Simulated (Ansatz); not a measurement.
C$_{4}$H$_{7}$NS (SMILES C=C(C)SC=N)

```yaml
atoms:
  - { symbol: C, position_ang: [-1.6187, -1.3382, -0.0664] }
  - { symbol: C, position_ang: [-0.4855, -0.6826, 0.2569] }
  - { symbol: C, position_ang: [0.8901, -1.3075, 0.3052] }
  - { symbol: S, position_ang: [-0.6109, 1.0523, 0.7971] }
  - { symbol: C, position_ang: [0.3994, 1.8949, -0.4591] }
  - { symbol: N, position_ang: [0.7547, 3.1237, -0.4665] }
  - { symbol: H, position_ang: [-2.5938, -0.8347, -0.0860] }
  - { symbol: H, position_ang: [-1.5886, -2.4122, -0.3071] }
  - { symbol: H, position_ang: [1.3036, -1.2657, 1.3344] }
  - { symbol: H, position_ang: [0.8575, -2.3640, -0.0279] }
  - { symbol: H, position_ang: [1.6058, -0.7613, -0.3441] }
  - { symbol: H, position_ang: [0.6863, 1.2365, -1.3037] }
  - { symbol: H, position_ang: [0.4206, 3.6242, 0.3819] }
```

All numbers below come from Ansatz, RKS BLYP-D4/cc-pVDZ.

**What will maps of the electron density and electron localisation function show?**

C–C (1.35 Å): the density is about 2.2 e/Å³ at the midpoint; the ELF peaks at about 0.95 between the atoms: a covalent bond.
C–S (1.82 Å): ρ at the midpoint is about 1.2 e/Å³; the ELF peaks at about 0.90 between the atoms; a shared electron pair.
C–C (1.51 Å): ρ at the midpoint is about 1.7 e/Å³; the ELF peaks at about 0.95 between the atoms (a shared electron pair).
C–H (1.10 Å): ρ is about 1.9 e/Å³ halfway; the ELF climbs to about 1 towards the hydrogen, as it does in any bond to H: an ordinary covalent bond to hydrogen.

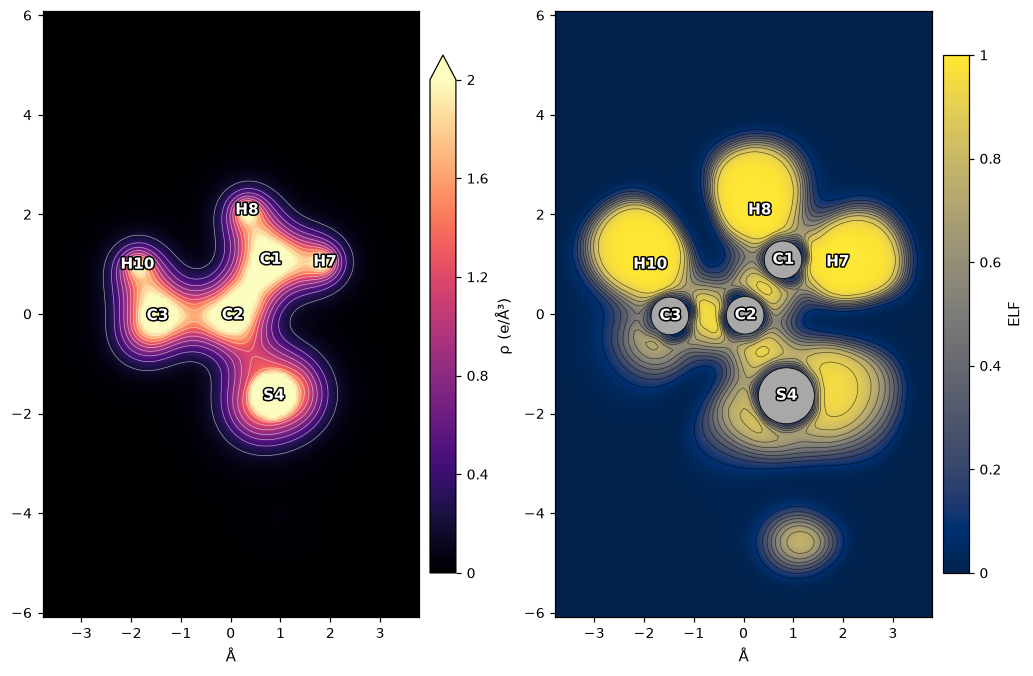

Computed electron density and electron localisation function on the plane of atoms C2, C1 and H7, in this order. Grey discs cover the atomic cores in the ELF map. 
